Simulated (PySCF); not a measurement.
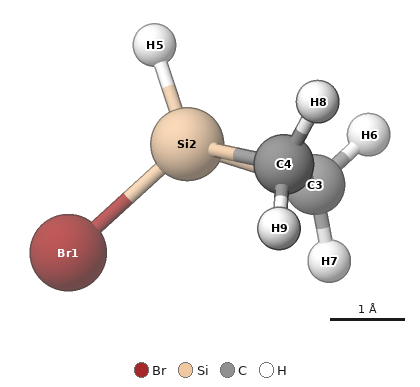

Figure 1. The input geometry of the first run (ball-and-stick view, seen at a tilt; atoms are numbered from 1 in the order of the input).

## What a change does: excited-state calculation on C₂H₅BrSi

System: C₂H₅BrSi, SMILES Br[SiH]1CC1.
Method of the first run: TDDFT PBE0/6-31G*, vertical, gas phase, core orbitals frozen in the response (PySCF 2.14.0).

The geometry comes from this level: PBE0-D3(BJ)/def2-SVP. Text and figures count atoms from 1; the logs count them from 0 in places.

### Input, the first run
```
{"job": {"kind": "uv", "xc": "PBE0", "basis": "6-31G*"}, "charge": 0, "multiplicity": 1}
Br     2.284679     1.363609    -1.080703
Si     0.815362     0.563618     0.368631
C     -0.089358    -0.992560    -0.038950
C     -0.930770     0.306362    -0.171403
H      1.162681     0.932411     1.759167
H     -0.368764    -1.683835     0.764424
H      0.145662    -1.512024    -0.974571
H     -1.745368     0.445130     0.548838
H     -1.219646     0.593526    -1.188601
```

The first line tells a small driver script what to run in PySCF; the rest is the geometry in Å.

Command:
```bash
OMP_NUM_THREADS=1 python <driver script> task.json out
```

Hardware: 1 CPU thread, shared host.

### Output (the first run)
```
coarse grid: 36464 points
cycle   1  E = -2941.9865202795  dE = -6.789e-01  |g| = 3.901e-01  |ddm| = 2.740e+00
cycle   2  E = -2941.9491004189  dE =  3.742e-02  |g| = 5.214e-01  |ddm| = 1.020e+00
cycle   3  E = -2942.0296969562  dE = -8.060e-02  |g| = 4.053e-02  |ddm| = 6.430e-01
cycle   4  E = -2942.0302034828  dE = -5.065e-04  |g| = 1.735e-02  |ddm| = 9.313e-02
cycle   5  E = -2942.0302856511  dE = -8.217e-05  |g| = 4.266e-03  |ddm| = 2.916e-02
cycle   6  E = -2942.0302883646  dE = -2.714e-06  |g| = 6.379e-04  |ddm| = 4.514e-03
final grid: 74280 points
cycle   7  E = -2942.0302229080  dE = -3.647e-08  |g| = 6.261e-04  |ddm| = 1.755e-03
cycle   8  E = -2942.0302228833  dE =  2.471e-08  |g| = 6.826e-04  |ddm| = 1.576e-03
cycle   9  E = -2942.0302230187  dE = -1.354e-07  |g| = 8.895e-05  |ddm| = 8.512e-04
cycle  10  E = -2942.0302230207  dE = -1.985e-09  |g| = 8.430e-06  |ddm| = 1.139e-04
cycle  11  E = -2942.0302230208  dE = -6.503e-11  |g| = 3.289e-06  |ddm| = 1.524e-05
converged SCF energy = -2942.0302230208

Static polarisability (au): isotropic 57.960, principal 44.945 52.072 76.862

Singlet excitations
state   eV       nm        f      main configurations
  1   5.5200    224.6   0.00002   H->L 0.99
  2   6.6720    185.8   0.02920   H-1->L 0.57, H->L+1 0.42
  3   6.9982    177.2   0.18931   H->L+1 0.50, H-1->L 0.40
  4   7.2917    170.0   0.00410   H->L+2 0.86, H-2->L 0.12
  5   7.5201    164.9   0.00343   H-2->L 0.64, H->L+3 0.27
  6   7.5692    163.8   0.00445   H-1->L+1 0.46, H->L+3 0.31, H-2->L 0.16
  7   7.6953    161.1   0.01558   H-1->L+1 0.50, H->L+3 0.41
  8   7.7745    159.5   0.06190   H-3->L 0.90
  9   8.4155    147.3   0.00016   H-3->L+1 0.99
 10   8.5472    145.1   0.01790   H-2->L+1 0.87

Triplet excitations (Tamm-Dancoff, eV): 4.9322 5.2756 6.3128 6.5695
```

The input of the second run differs as follows (lines with − go, lines with + come):
```diff
-"basis": "6-31G*"
+"basis": "def2-SVP"
```

What does this change do to the results?

The total energy of the second run is 82.3 kcal/mol higher, which measures the change of basis and not a stability. The HOMO goes from −6.89 to −6.96 eV. The LUMO goes from 0.02 to 0.15 eV. The dipole moment goes from 1.75 to 1.34 D. The lowest excitation goes from 5.52 to 5.69 eV. The strongest computed line goes from 7.00 to 7.08 eV. The number of SCF iterations is the same. The basis functions go from 88 to 103.

### Output (the second run)
```
coarse grid: 36464 points
cycle   1  E = -2941.8607217705  dE = -7.250e-01  |g| = 3.633e-01  |ddm| = 3.026e+00
cycle   2  E = -2941.8263937587  dE =  3.433e-02  |g| = 4.923e-01  |ddm| = 9.766e-01
cycle   3  E = -2941.8986440349  dE = -7.225e-02  |g| = 3.643e-02  |ddm| = 6.090e-01
cycle   4  E = -2941.8990207849  dE = -3.768e-04  |g| = 1.601e-02  |ddm| = 8.049e-02
cycle   5  E = -2941.8990899456  dE = -6.916e-05  |g| = 4.211e-03  |ddm| = 2.702e-02
cycle   6  E = -2941.8990932382  dE = -3.293e-06  |g| = 5.227e-04  |ddm| = 4.808e-03
final grid: 74280 points
cycle   7  E = -2941.8990359596  dE = -4.059e-08  |g| = 4.816e-04  |ddm| = 1.660e-03
cycle   8  E = -2941.8990359512  dE =  8.306e-09  |g| = 5.007e-04  |ddm| = 1.139e-03
cycle   9  E = -2941.8990360216  dE = -7.033e-08  |g| = 7.491e-05  |ddm| = 6.143e-04
cycle  10  E = -2941.8990360230  dE = -1.390e-09  |g| = 7.081e-06  |ddm| = 9.702e-05
cycle  11  E = -2941.8990360230  dE = -3.047e-11  |g| = 2.915e-06  |ddm| = 1.255e-05
converged SCF energy = -2941.8990360230

Static polarisability (au): isotropic 59.171, principal 46.707 53.961 76.846

Singlet excitations
state   eV       nm        f      main configurations
  1   5.6903    217.9   0.00000   H->L 0.99
  2   6.7745    183.0   0.07052   H->L+1 0.56, H-1->L 0.41
  3   7.0797    175.1   0.15388   H-1->L 0.56, H->L+1 0.35
  4   7.1245    174.0   0.00051   H->L+2 0.96
  5   7.3333    169.1   0.01068   H->L+3 0.96
  6   7.6262    162.6   0.00010   H-1->L+1 0.54, H-2->L 0.42
  7   7.6931    161.2   0.01539   H-2->L 0.54, H-1->L+1 0.43
  8   7.9514    155.9   0.05076   H-3->L 0.89
  9   8.4609    146.5   0.00167   H-3->L+1 0.98
 10   8.5039    145.8   0.00147   H-2->L+1 0.62, H-1->L+2 0.32

Triplet excitations (Tamm-Dancoff, eV): 5.0906 5.3368 6.4268 6.4592
```

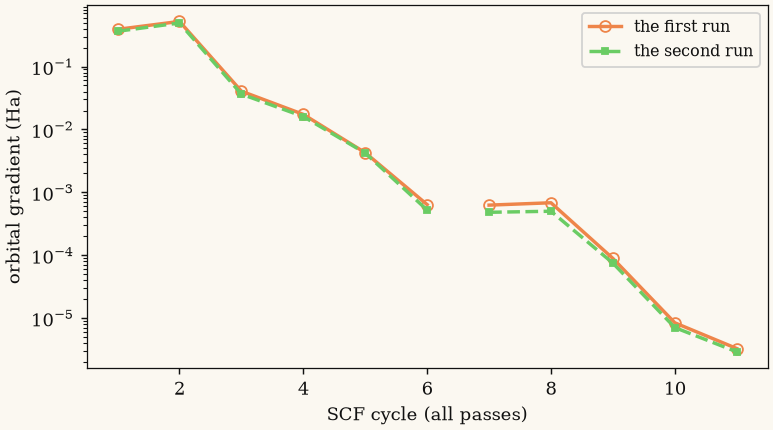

Figure 2. Convergence of the two runs: orbital gradient against the SCF cycle. A break in a curve parts two SCF passes (coarse and final grid). The first run takes 11 cycles in all, and the second run takes 11.

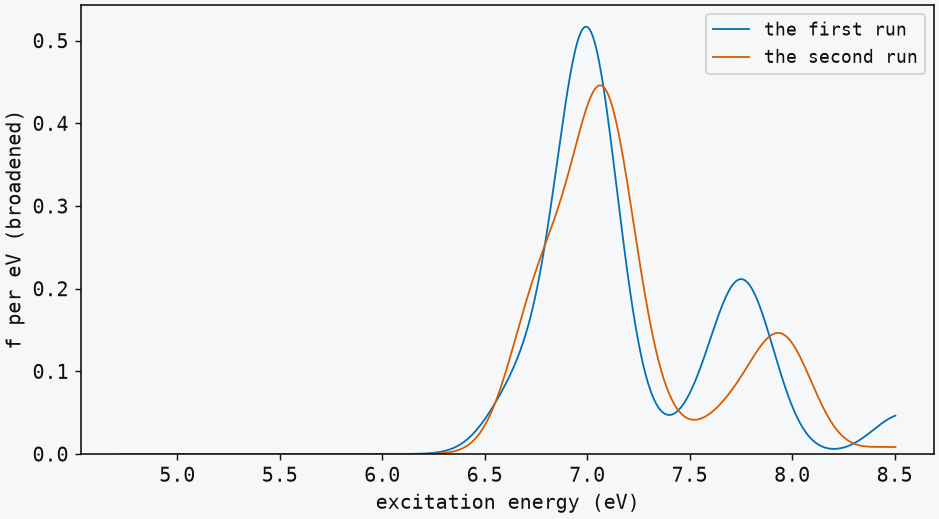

Figure 3. Absorption of the two runs from their computed states, each broadened by a Gaussian of 0.35 eV full width; the range ends where the shorter list of states ends.

### The two runs side by side

| quantity | the first run | the second run |
| --- | --- | --- |
| outcome | converged | converged |
| total energy (hartree) | −2942.030223 | −2941.899036 |
| HOMO (eV) | −6.89 | −6.96 |
| LUMO (eV) | 0.02 | 0.15 |
| dipole moment (D) | 1.75 | 1.34 |
| lowest excitation (eV) | 5.52 | 5.69 |
| SCF iterations | 11 | 11 |
| strongest computed line (eV) | 7.00 | 7.08 |
| basis functions | 88 | 103 |
| wall time (shared host) | 14 s | 16 s |

For both runs: Spin–orbit coupling is left out, which matters for the heavy atoms.
